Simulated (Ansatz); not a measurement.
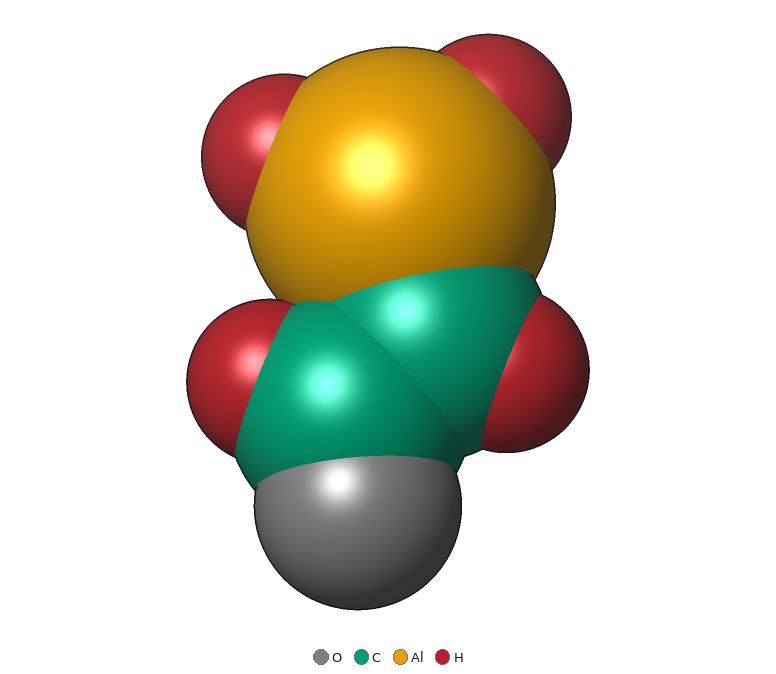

Charge −1, singlet. Computed geometry: PBE0-D4/def2-TZVPD optimisation. No frequency run is at hand to confirm it as a minimum.

Give the structural formula.

SMILES: O=C[CH-][AlH2]

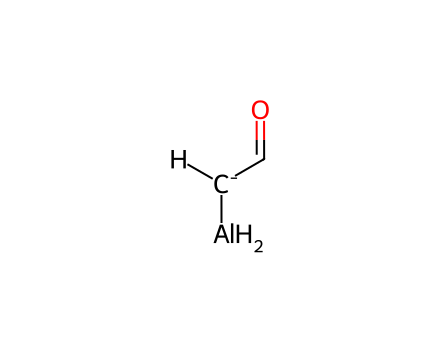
